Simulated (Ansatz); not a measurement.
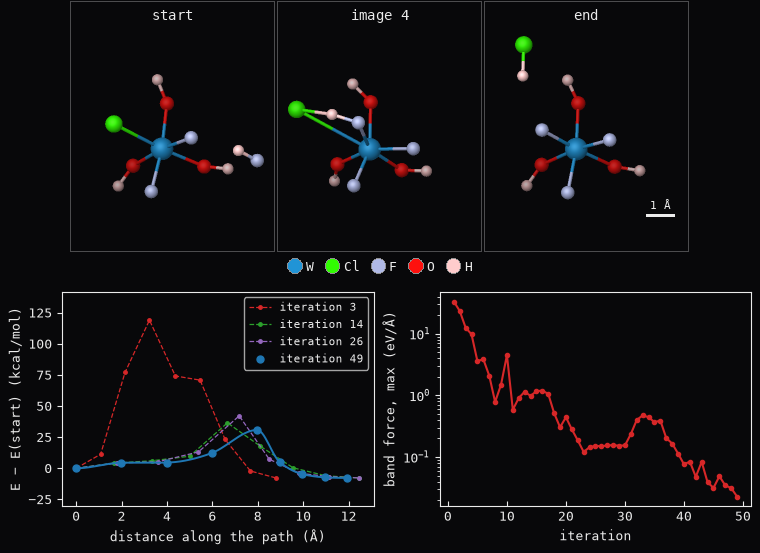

A search for the minimum-energy path of WH₄O₃ClF₃ by the nudged elastic band. Images are numbered from 0 (start) to 8 (end). The plot follows the band through its iterations. Style: ball-and-stick. Shown at a tilt.

Level of theory: Ansatz, RHF/def2-SVP. Settings: 7 movable images; climbing image; force threshold 0.03 eV/Å; iteration limit 60; starting path through a guess of the saddle point.

Did the band converge, and can the barrier be trusted?

The result is final at these settings. The band converged in 49 iterations. The largest component of the band force went from 33 to 0.023 eV/Å. The climbing image converged on the top of the path. Its vibrational analysis gives one imaginary mode (253i cm⁻¹), as a transition state must have. The first iteration put the highest image at 438.2 kcal/mol. The highest point, image 4, lies 30.8 kcal/mol above the start and 38.5 kcal/mol above the end; the end is at −7.8 kcal/mol relative to the start.

Limits of the set-up: Hartree-Fock leaves out electron correlation.

The run took 12 min on 4 threads of Arm Neoverse V2, on a shared host, peak memory 0.53 GiB.
